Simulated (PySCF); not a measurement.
Sn(H)2(Br)(Et), C₂H₇BrSn, SMILES C[CH2][SnH2][Br], CAM-B3LYP/def2-SVP optimised geometry. Atoms within 1.6 Å of the plane z = 0.0 Å (x, y, z in Å): Sn1 (0.12, -1.40, 0.00), C3 (-0.73, 0.58, 0.00), C4 (-0.31, 1.43, 1.19), H5 (1.83, -1.40, 0.00), H6 (-0.51, -2.42, -1.22), H7 (-0.44, 1.05, -0.95), H8 (-1.83, 0.45, -0.03), H9 (-0.80, 2.42, 1.16), H10 (0.77, 1.60, 1.22).

Calculation: CAM-B3LYP/def2-TZVP, def2 effective core potentials past Kr run with PySCF 2.14.0. The core electrons that the potentials of Sn replace are not part of the density. Cells within 0.4 Å of a nucleus heavier than hydrogen are left out (blank, or x).

Map of the electron localisation function on the plane z = 0.0 Å:

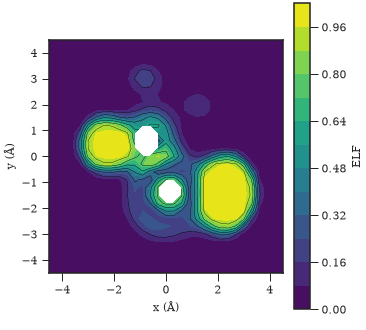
*Electron localisation function on the plane z = 0.0 Å.*
